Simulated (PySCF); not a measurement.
Vertical excitations of a molecule C2H9ClOSi2 from TDA-PBE0/def2-SVPD (PySCF), as energy in eV (oscillator strength): 6.40 (0.002), 6.82 (0.001), 6.98 (0.007), 7.37 (0.021), 7.49 (0.062), 7.61 (0.017). Lowest triplet (TDA): 6.01 eV. Geometry: B3LYP-D3(BJ)/def2-SVP. The values are those of a single conformer.

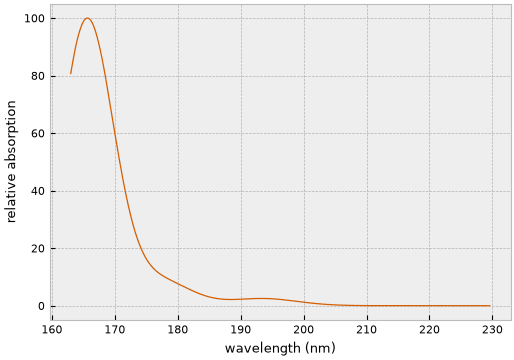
Figure. The lines broadened by 0.4 eV.

Which structure fits?
A. C[Si@H](Cl)OC[SiH3]
B. C[SiH](C)[Si@H](O)Cl
C. C[SiH2][Si@](C)(O)Cl
D. C[Si@@H](Cl)[C@@H](O)[SiH3]

D, C[Si@@H](Cl)[C@@H](O)[SiH3]
